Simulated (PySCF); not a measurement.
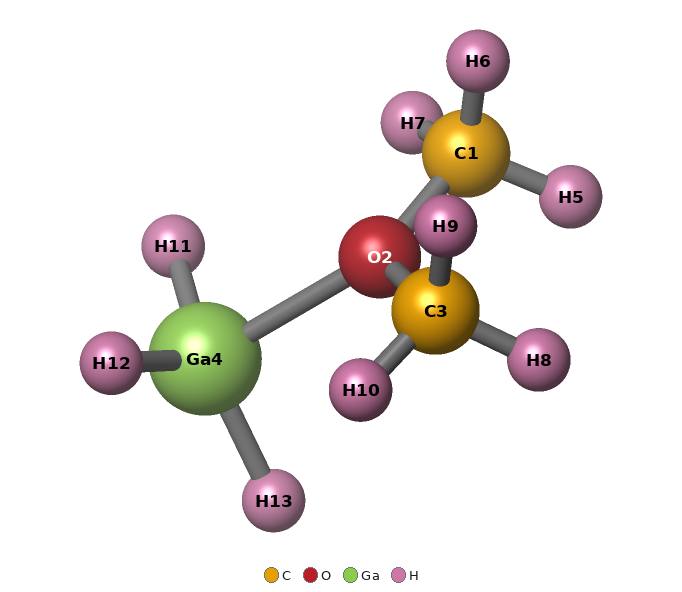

The geometry was computed by an optimisation with GFN2-xTB. No frequency run is at hand to confirm it as a minimum. Level of theory: delta-SCF UKS SCAN, pcX-2 on the ionised atom, pcseg-1 elsewhere, spin-free X2C (PySCF 2.14.0).

Give the core-electron binding energies (to vacuum) of C1 1s, O2 1s.

```json
{"atom": "C1", "level": "1s", "binding energy (eV)": "293.1"}
{"atom": "O2", "level": "1s", "binding energy (eV)": "540.0"}
```

The geometry is semi-empirical. Around Ga such bond lengths and angles can be off by a tenth of an ångström or more and by several degrees, and values that hang on the shape move with them.
